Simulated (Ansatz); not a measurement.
## Effect of S on a O site, symmetric start on Fe2O3

Base system: a 20-atom supercell of Fe2O3 in the corundum structure (space group R-3c, No. 167; a = 4.774 Å, c = 13.312 Å (hexagonal axes); ferromagnetic) at its relaxed geometry.

Perturbation: one O atom is replaced by S, atoms relaxed at fixed cell.

Calculations: PBE (Ansatz, a first-principles code), no spin-orbit coupling, earlier PAW set. Γ-centred 7×5×7 mesh, Fermi–Dirac width 0.05 eV.

```csv
quantity,base,changed,shift
pressure,0.0 GPa,13.9 GPa,+13.9 GPa
total moment of the cell,8.0 μB,8.0 μB,0.0 μB
largest displacement of a host atom from its site in the perfect cell,–,0.16 Å,–
```

Final structure:

```
Fe8SO11
1.0
    4.77364     0.00000     0.00000
    0.00000     5.51213     4.43722
    0.00000    -2.75606     4.43722
Fe S O
8 1 11
Direct
  0.99726   0.34631   0.69224
  0.49251   0.85183   0.19131
  0.99726   0.15369   0.30776
  0.49251   0.64817   0.80869
  0.01180   0.64012   0.33168
  0.49844   0.15347   0.80909
  0.01180   0.85988   0.66832
  0.49844   0.34653   0.19091
  0.83223   0.75000   0.00000
  0.31077   0.25000   0.50000
  0.84238   0.40108   0.34769
  0.34667   0.91021   0.83053
  0.34667   0.58979   0.16947
  0.84238   0.09892   0.65231
  0.18585   0.25000   0.00000
  0.68485   0.75000   0.50000
  0.15163   0.58845   0.67159
  0.65246   0.09760   0.15914
  0.65246   0.40240   0.84086
  0.15163   0.91155   0.32841
```

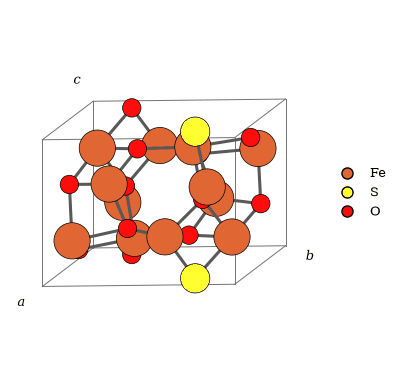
The relaxed cell after the change

In so small a cell the defect repeats every few ångströms: this is an ordered compound, not a dilute defect. The defect started on the symmetric site and kept its symmetry, so it may sit on a saddle. No Hubbard U is applied and the magnetic state is the run's own (Fe8SO11 magnetic; Fe2O3 ferromagnetic); small cells can't hold the antiferromagnetic order that many such compounds have, so gaps and moments can be off. In its common phase, real Fe2O3 is an antiferromagnetic insulator at low temperature. The defect cell is spin-polarised and ends with 8.0 μB.
